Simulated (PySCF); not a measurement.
## C3H5N: NMR shielding calculation

- system: C3H5N (ethyl cyanide), SMILES CCC#N
- method: GIAO wB97X-D/pcSseg-2 NMR shielding, non-relativistic, IEF-PCM chloroform (PySCF 2.14.0)

The geometry comes from this level: PBE0-D3(BJ)/def2-TZVP. Figures and captions count atoms from 1; the log counts them from 0 in places.

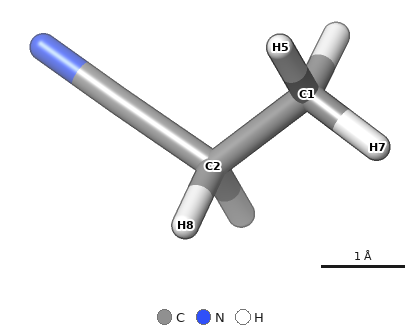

The structure (stick view, seen at a tilt; atoms are numbered from 1 in the order of the input).

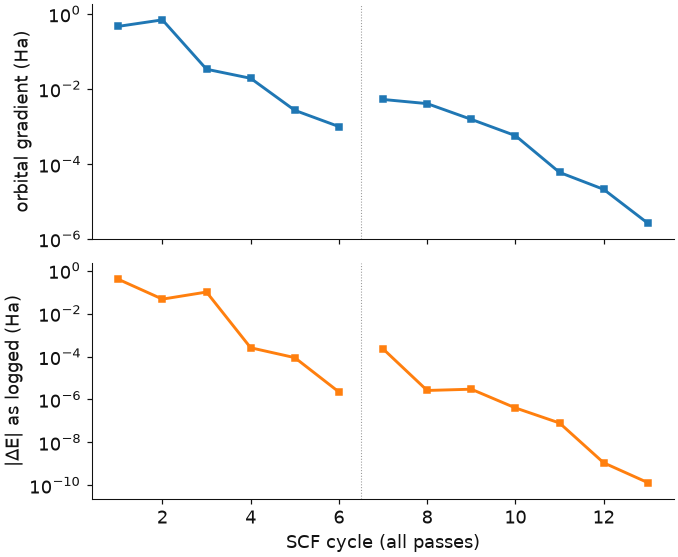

Convergence of the self-consistent field: orbital gradient and size of the energy change against the SCF cycle. The dotted line marks the change from a coarse to the final integration grid. The first 6 cycles use a coarse grid, the final grid takes over at cycle 7, and the field converges after 13 cycles in all.

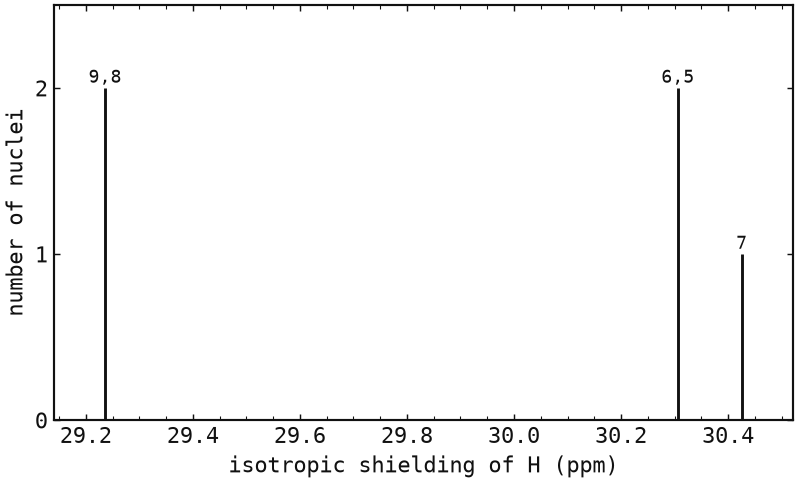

Isotropic shieldings of the hydrogen nuclei in this fixed geometry, labelled by atom number; shielding grows to the right, so chemical shift grows to the left. The least shielded is H9 (29.2 ppm), the most shielded H7 (30.4 ppm).

The input that produced these results follows, with the program's output.

The input
```
{"job": {"kind": "nmr", "xc": "wB97X-D", "basis": "pcSseg-2", "pop": false, "solvent": "chloroform"}, "charge": 0, "multiplicity": 1}
C     -0.976779    -0.271749     0.059768
C      0.317505     0.445907    -0.309806
C      1.483013    -0.141775     0.331994
N      2.392226    -0.620058     0.847844
H     -1.150382    -0.232729     1.135617
H     -0.939612    -1.319970    -0.238917
H     -1.819687     0.201835    -0.444844
H      0.271151     1.500611    -0.024065
H      0.479611     0.420446    -1.391190
```

The first line tells a small driver script what to run in PySCF; the rest is the geometry in Å.

Launched with:
```bash
OMP_NUM_THREADS=1 python <driver script> task.json out
```

The program's output
```
coarse grid: 7424 points
cycle   1  E = -172.0199857591  dE =  3.965e-01  |g| = 4.710e-01  |ddm| = 1.960e+00
cycle   2  E = -171.9728843854  dE =  4.710e-02  |g| = 7.024e-01  |ddm| = 5.942e-01
cycle   3  E = -172.0735896843  dE = -1.007e-01  |g| = 3.387e-02  |ddm| = 3.895e-01
cycle   4  E = -172.0738460050  dE = -2.563e-04  |g| = 1.942e-02  |ddm| = 4.803e-02
cycle   5  E = -172.0739349093  dE = -8.890e-05  |g| = 2.715e-03  |ddm| = 1.592e-02
cycle   6  E = -172.0739371558  dE = -2.247e-06  |g| = 1.002e-03  |ddm| = 4.030e-03
final grid: 71480 points
cycle   7  E = -172.0789527159  dE = -2.284e-04  |g| = 5.291e-03  |ddm| = 6.279e-02
cycle   8  E = -172.0789553475  dE = -2.632e-06  |g| = 4.100e-03  |ddm| = 7.774e-03
cycle   9  E = -172.0789583616  dE = -3.014e-06  |g| = 1.559e-03  |ddm| = 2.929e-03
cycle  10  E = -172.0789587674  dE = -4.057e-07  |g| = 5.740e-04  |ddm| = 1.094e-03
cycle  11  E = -172.0789588478  dE = -8.046e-08  |g| = 6.002e-05  |ddm| = 3.821e-04
cycle  12  E = -172.0789588490  dE = -1.127e-09  |g| = 2.121e-05  |ddm| = 1.067e-04
cycle  13  E = -172.0789588491  dE = -1.349e-10  |g| = 2.653e-06  |ddm| = 3.509e-05
converged SCF energy = -172.0789588491

GIAO shielding tensors (ppm)
atom      isotropic    diamagn.    paramagn.     s11        s22        s33       span
  0 C      173.776     241.911     -68.135    164.361    169.564    187.403     23.043
  1 C      173.620     241.508     -67.888    160.400    174.075    186.385     25.985
  2 C       51.228     263.905    -212.677    -72.788    -66.503    292.977    365.765
  3 N      -13.658     334.241    -347.899   -173.719   -172.883    305.628    479.346
  4 H       30.307      29.932       0.376     26.277     28.426     36.219      9.942
  5 H       30.305      29.924       0.381     26.275     28.428     36.213      9.938
  6 H       30.425      29.184       1.242     26.013     27.698     37.565     11.551
  7 H       29.236      28.562       0.674     24.303     27.976     35.429     11.126
  8 H       29.236      28.550       0.686     24.302     27.978     35.428     11.126
```

Key numbers

```tsv
quantity	value
outcome	converged
total energy	−172.078959 hartree
HOMO	−11.32 eV
LUMO	2.14 eV
dipole moment	5.03 D
isotropic shielding, C	51.2 to 173.8 ppm
isotropic shielding, N	−13.7 ppm
isotropic shielding, H	29.2 to 30.4 ppm
hardware	1 CPU thread, shared host
wall time	17 s
peak memory	1.1 GiB
```
